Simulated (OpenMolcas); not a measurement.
**Excited-state calculation, with input and output: AlCl (part 1 of 3)**

AlCl (aluminium monochloride), SMILES [Al][Cl], computed with CASSCF/ANO-R1, sfX2C (OpenMolcas 26.06).

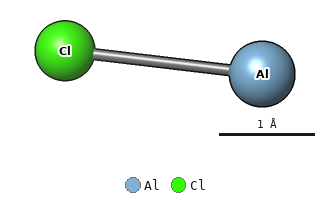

The structure (ball-and-stick view, seen at a tilt). Sticks mark near contacts.

Input file:
```
&GATEWAY
 Coord
 2
 angstrom
 Al       0.000000       0.000000       0.000000
 Cl       0.000000       0.000000       2.130113
 Basis
 ANO-R0
 Group
 NoSym

&SEWARD

&RASSCF
 FileOrb
 $CurrDir/step1.ScfOrb
 Alter
 2
 1 12 14
 1 17 18
 Spin
 1
 Nactel
 4 0 0
 Inactive
 13
 Ras2
 4
 CIRoot
 3 3 1
 OrbListing
 Nothing
>>> COPY $Project.RunFile RUNFIL1
>>> COPY $Project.RasOrb INPORB

&GATEWAY
 Coord
 2
 angstrom
 Al       0.000000       0.000000       0.000000
 Cl       0.000000       0.000000       2.130113
 Basis
 ANO-R1
 Group
 NoSym
 RICD

&SEWARD
>>> COPY $Project.RunFile RUNFIL2

&EXPBAS

&RASSCF
 FileOrb
 $Project.ExpOrb
 Spin
 1
 Nactel
 4 0 0
 Inactive
 13
 Ras2
 4
 CIRoot
 3 3 1
 OrbListing
 Nothing
```

Machine: 1 thread of Arm Neoverse V2, 24 GiB of memory available, shared host.

Run as:
```bash
export MOLCAS_MEM=1860
pymolcas step2.inp > step2.log
```

Output:
```
--- Start Module: gateway ---

                                              &GATEWAY

                       available to each process: 1.9 GB of memory, 1 thread

++    Symmetry information:
      ---------------------

                    Character Table for C1

                             E
                    a        1  x, y, xy, Rz, z, xz, Ry, yz, Rx, I
--

++    Basis set information:
      ----------------------

      Basis set label: AL.ANO-R...3S2P.

      Electronic valence basis set:
      ------------------
      Associated Effective Charge  13.000000 au
      Associated Actual Charge     13.000000 au
      Nuclear Model: Finite nucleus - Gaussian distribution
        Gaussian exponent, Xi/bohr**(-2):  4.43360E+08

      Shell  nPrim  nBasis  Cartesian Spherical Contaminant
         s      16       3        X
         p      11       2        X

      Basis set label: CL.ANO-R...3S2P.

      Electronic valence basis set:
      ------------------
      Associated Effective Charge  17.000000 au
      Associated Actual Charge     17.000000 au
      Nuclear Model: Finite nucleus - Gaussian distribution
        Gaussian exponent, Xi/bohr**(-2):  3.84638E+08

      Shell  nPrim  nBasis  Cartesian Spherical Contaminant
         s      17       3        X
         p      11       2        X
--

++    Molecular structure info:
      -------------------------

                    ************************************************
                    **** Cartesian Coordinates / bohr, angstrom ****
                    ************************************************

     Center  Label                x              y              z                     x              y              z
        1      AL1              0.000000       0.000000       0.000000              0.000000       0.000000       0.000000
        2      CL2              0.000000       0.000000       4.025330              0.000000       0.000000       2.130113
--

            Nuclear Potential Energy             54.90232844 au

--- Stop Module: gateway /rc=_RC_ALL_IS_WELL_ ---

--- Start Module: seward ---

                                              &SEWARD

                       available to each process: 1.9 GB of memory, 1 thread

               SEWARD will generate:
                  Multipole Moment integrals up to order  2
                  Kinetic Energy integrals
                  Nuclear Attraction integrals (finite nuclei - Gaussian type)
                  One-Electron Hamiltonian integrals
                  Velocity integrals
                  Relativistic X2C integrals
                  Orbital angular momentum around (  0.0000   0.0000   2.2722 )
                  Velocity quadrupole around (  0.0000   0.0000   2.2722 )
                  Atomic mean-field integrals
                  Two-Electron Repulsion integrals

                   Integrals are discarded if absolute value <: 1.00E-14
                   Integral cutoff threshold is set to       <: 1.00E-16

            Nuclear Potential Energy             54.90232844 au

      Basis set specifications :
      Symmetry species         a
      Basis functions           18

--- Stop Module: seward /rc=_RC_ALL_IS_WELL_ ---

--- Start Module: rasscf ---

                                              &RASSCF

                       available to each process: 1.9 GB of memory, 1 thread

      Header of the ONEINT file:
      --------------------------

      OrdInt status: non-squared

      Cartesian coordinates in angstrom:
      -----------------------------------------------------
      No.  Label        X            Y            Z
      -----------------------------------------------------
       1   AL1        0.00000000   0.00000000   0.00000000
       2   CL2        0.00000000   0.00000000   2.13011300
      -----------------------------------------------------
      Nuclear repulsion energy =   54.90232844

++    Wave function specifications:
      -----------------------------

      Number of closed shell electrons          26
      Number of electrons in active shells       4
      Max number of holes in RAS1 space          0
      Max nr of electrons in RAS3 space          0
      Number of inactive orbitals               13
      Number of active orbitals                  4
      Number of secondary orbitals               1
      Spin quantum number                      0.0
      State symmetry                             1
--

++    Orbital specifications:
      -----------------------

      Symmetry species                           1
                                                 a
      Frozen orbitals                            0
      Inactive orbitals                         13
      Active orbitals                            4
      RAS1 orbitals                              0
      RAS2 orbitals                              4
      RAS3 orbitals                              0
      Secondary orbitals                         1
      Deleted orbitals                           0
      Number of basis functions                 18
--

++    CI expansion specifications:
      ----------------------------

      Number of CSFs                            20
      Number of spin combinations               21
      Number of determinants                    36
      Number of root(s) required                 3
      Root chosen for geometry opt.              3
      CI roots used                              1     2     3
      weights                                0.333 0.333 0.333
      highest root included in the CI            3
      max. size of the explicit Hamiltonian     20
--

++    Optimization specifications:
      ----------------------------

      RASSCF algorithm: Conventional
      Maximum number of macro iterations       200
      Maximum number of SX iterations          100
      Threshold for RASSCF energy            1.000E-08
      Threshold for max MO rotation          1.000E-01
      Threshold for max BLB element          1.000E-04
      Level shift parameter                  5.000E-01
      Make Quasi-Newton update
--

      The MO-coefficients are taken from the file:
      step1.ScfOrb
      Title: SCF orbitals

      Total molecular charge    0.00

      Molecular orbitals exchanged:
        In symmetry  1 :  12  14
        In symmetry  1 :  17  18

      ************************************************************************************************************************
      *                                            Wave function control section                                             *
      ************************************************************************************************************************

                                         RASSCF iterations: Energy and convergence statistics
                                         ----------------------------------------------------

          iter iter root      energy       change     param      element    value   shift minimum  type update hh:mm:ss
 Nr of preliminary CI iterations:   1
        1   1    7    0  -703.12568067    0.00E+00  -7.57E-02   11  17 1  2.32E-02*  0.33   0.00    SX    NO    0:00:00
        2   1    7    0  -703.12789308   -2.21E-03* -3.41E-02   13  18 1 -1.01E-02*  0.33   0.00    SX    NO    0:00:00
        3   1    6    0  -703.12840732   -5.14E-04*  1.60E-02   13  18 1 -7.26E-03*  0.32   0.00    SX    NO    0:00:00
        4   1    6    0  -703.12857527   -1.68E-04* -7.51E-03   13  18 1 -4.61E-03*  0.32   0.00    SX    NO    0:00:00
        5   1    5    0  -703.12863101   -5.57E-05*  8.56E-03   13  18 1 -2.94E-03*  0.32   1.60    QN   YES    0:00:00
        6   1    5    0  -703.12866245   -3.14E-05* -1.46E-03   11  15 1  2.50E-04*  0.32   0.95    QN   YES    0:00:00
        7   1    5    0  -703.12866281   -3.65E-07*  2.18E-03   13  18 1 -4.64E-04*  0.32   2.50    LS   YES    0:00:00
        8   1    5    0  -703.12866242    3.99E-07*  7.98E-04   13  18 1 -6.66E-04*  0.32   0.15    QN   YES    0:00:00
        9   1    4    0  -703.12866341   -9.92E-07*  3.96E-04   13  18 1 -2.58E-04*  0.32   1.50    LS   YES    0:00:00
       10   1    5    0  -703.12866361   -2.02E-07*  3.57E-04   13  18 1 -1.12E-04*  0.32   1.21    QN   YES    0:00:00
       11   1    4    0  -703.12866369   -7.74E-08*  1.72E-04   11  17 1  3.45E-05   0.32   1.04    QN   YES    0:00:00
       12   1    4    0  -703.12866369   -3.03E-09  -1.22E-04   11  17 1  1.38E-05   0.32   1.24    QN   YES    0:00:00
      Convergence after 12 iterations
       13   1    4    0  -703.12866369   -4.91E-10  -1.22E-04   11  17 1 -7.74E-06   0.32   1.24    QN   YES    0:00:00

      ************************************************************************************************************************
                                                      Wave function printout:
                       occupation of active orbitals, and spin coupling of open shells (u,d: Spin up or down)
      ************************************************************************************************************************

      Note: transformation to natural orbitals
      has been made, which may change the order of the CSFs.

      printout of CI-coefficients larger than  0.05 for root  1
      energy=    -703.278695
      conf/sym  1111     Coeff  Weight
             1  2200  -0.98582 0.97184
             6  2020   0.10495 0.01102
             8  2002   0.07858 0.00617
             9  ud20   0.08364 0.00700

      printout of CI-coefficients larger than  0.05 for root  2
      energy=    -703.127435
      conf/sym  1111     Coeff  Weight
             2  2ud0  -0.97624 0.95304
             4  u2d0   0.10808 0.01168
            10  udud   0.14609 0.02134
            15  uudd  -0.09098 0.00828
            19  0ud2   0.06136 0.00376

      printout of CI-coefficients larger than  0.05 for root  3
      energy=    -702.979861
      conf/sym  1111     Coeff  Weight
             1  2200  -0.09530 0.00908
             3  2u0d   0.13546 0.01835
             6  2020  -0.95700 0.91585
             8  2002   0.05353 0.00287
             9  ud20  -0.09200 0.00846
            12  0220   0.18307 0.03351
            18  0u2d  -0.09188 0.00844

      Natural orbitals and occupation numbers for root  1
      sym 1:   1.992331   1.951870   0.039963   0.015836

      Natural orbitals and occupation numbers for root  2
      sym 1:   1.960872   1.000088   1.000000   0.039040

      Natural orbitals and occupation numbers for root  3
      sym 1:   1.907919   0.123747   1.936488   0.031846

      ************************************************************************************************************************
      *                                                    Final results                                                     *
      ************************************************************************************************************************

++    Final optimization conditions:
      ------------------------------

      Average CI energy                            -703.12866369
      RASSCF energy for state  3                   -702.97986142
      Super-CI energy                                -0.00000000
      RASSCF energy change                           -0.00000000
      Max change in MO coefficients               1.187E-04
      Max non-diagonal density matrix element    -1.224E-04
      Maximum BLB matrix element                 -7.738E-06
      (orbital pair  11,  17 in symmetry   1)
      Norm of electronic gradient            1.862E-02
--

      Final state energy(ies):
      ------------------------

::    RASSCF root number  1 Total energy:   -703.27869468
::    RASSCF root number  2 Total energy:   -703.12743497
::    RASSCF root number  3 Total energy:   -702.97986142
      Von Neumann Entropy (Root   1) =  0.20789

      Mulliken population analysis for root number:  1
      -----------------------------------------------

++    Molecular charges:
      ------------------

      Mulliken charges per centre
      ---------------------------

                AL1     CL2
      Total   12.5979 17.4021

      N-E      0.4021 -0.4021

      Total electronic charge=   30.000000

      Total            charge=   -0.000000
--

      Expectation values of various properties for root number:  1
      -----------------------------------------------------------

++    Molecular properties:
      ---------------------

      Charge (e):
                      =   -0.0000
      Dipole Moment (debye):
      Origin of the operator (angstrom)=    0.0000    0.0000    1.2024
                   X=  1.0614E-13               Y=  8.2166E-14               Z= -1.3539E+00           Total=  1.3539E+00
      Quadrupole Moment (debye*angstrom):
      Origin of the operator (angstrom)=    0.0000    0.0000    1.2024
                  XX= -2.2991E+01              XY=  1.2536E-01              XZ= -1.3902E-13              YY= -2.3195E+01
                  YZ=  8.3707E-14              ZZ= -3.1287E+01
      In traceless form (debye*angstrom)
                  XX=  4.2506E+00              XY=  1.8804E-01              XZ= -2.0852E-13              YY=  3.9437E+00
                  YZ=  1.2556E-13              ZZ= -8.1942E+00
--

      LoProp population analysis for root number:  1
      -----------------------------------------------

++    LoProp analysis:
      ----------------
```
